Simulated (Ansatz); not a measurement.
```sh
ansatz run in.yaml --threads 2 --pin off --events-out ev --progress --plain --max-ram 4352MiB
```

```yaml
crystal:
  periodic: [false, false, false]
  atoms:
    - {symbol: B, position_ang: [-0.434637, -1.250207, 0.048344]}
    - {symbol: C, position_ang: [0.038118, 0.079595, 0.000282]}
    - {symbol: C, position_ang: [0.444784, 1.225406, -0.041353]}
    - {symbol: H, position_ang: [-0.827073, -2.354035, 0.088229]}
    - {symbol: H, position_ang: [0.804647, 2.239616, -0.078237]}
basis:
  gaussian: {orbitals: def2-TZVPP}
total_charge: 1
hamiltonian: {xc: {name: wB97M-V}}
```

Work out the structure from the coordinates.

The species is C₂H₂B⁺. The point group is C∞v. All atoms lie on one line. Coordination: 1 B linear; 2 C linear.

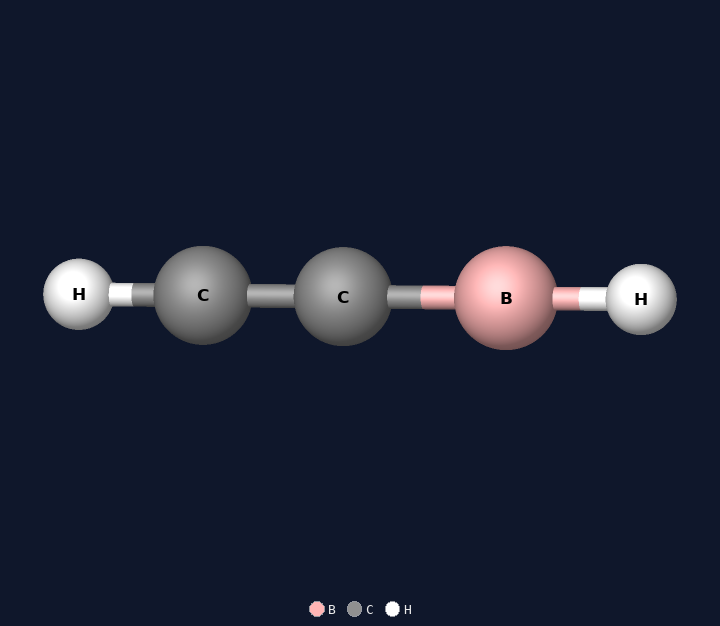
